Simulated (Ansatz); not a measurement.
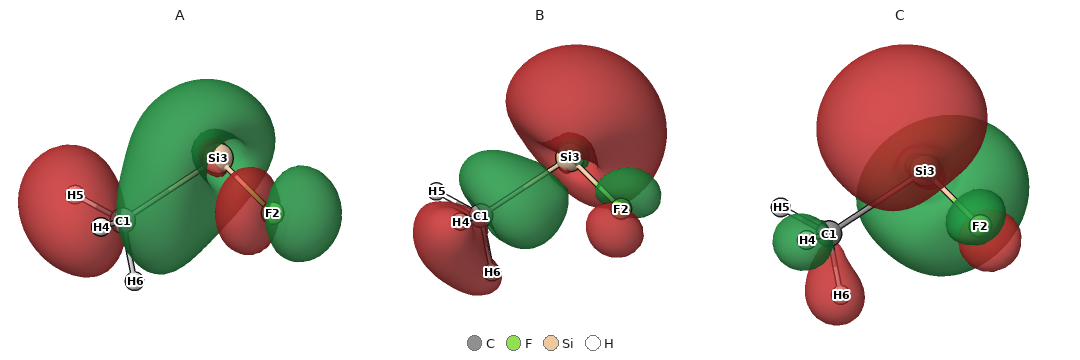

CH3FSi (SMILES C[Si]F). Three frontier orbitals at ±0.1 Å⁻³ᐟ² (green and red are the two phases), in no order.

Geometry: B3LYP/6-31G*.

Level of theory: isolated molecule in a Gaussian basis; Kohn-Sham density functional theory, functional PBE0 (Ansatz).

Input

```
crystal:
  periodic: [false, false, false]
  atoms:
    - symbol: C
      position_ang: [-2.306246, 1.296183, -1.163812]
    - symbol: F
      position_ang: [-1.743953, -1.160442, -2.113024]
    - symbol: Si
      position_ang: [-0.870650, 0.159912, -1.709632]
    - symbol: H
      position_ang: [-2.874123, 0.833691, -0.342633]
    - symbol: H
      position_ang: [-1.957046, 2.280837, -0.831800]
    - symbol: H
      position_ang: [-3.018598, 1.440946, -1.989918]
basis:
  gaussian: {orbitals: def2-TZVPD}
hamiltonian: {xc: pbe0}
output: {forces: true, orbitals: {seedname: orbitals}}
```

Launched as:

```sh
ansatz run input.yaml --threads 1 --pin off --max-ram 2610MiB --events-out events.jsonl --progress --plain --runs-dir runs
```

Question: Which picture is the HOMO−1, the HOMO and the LUMO?

Answer: A is the HOMO−1 (−10.72 eV). It lies mainly on C1 (about 30 %), Si3 (about 30 %), F2 (about 25 %) and H5 (about 15 %). B is the HOMO (−6.71 eV). By Hirshfeld shares it lies mainly on Si3 (about 65 %), C1 (about 20 %) and F2 (about 5 %). C is the LUMO (−2.24 eV). Its weight (Hirshfeld) is mainly on Si3 (about 85 %), F2 (about 5 %) and C1 (about 5 %).

Question: What is the HOMO–LUMO gap?

Answer: 4.47 eV between the orbital energies.
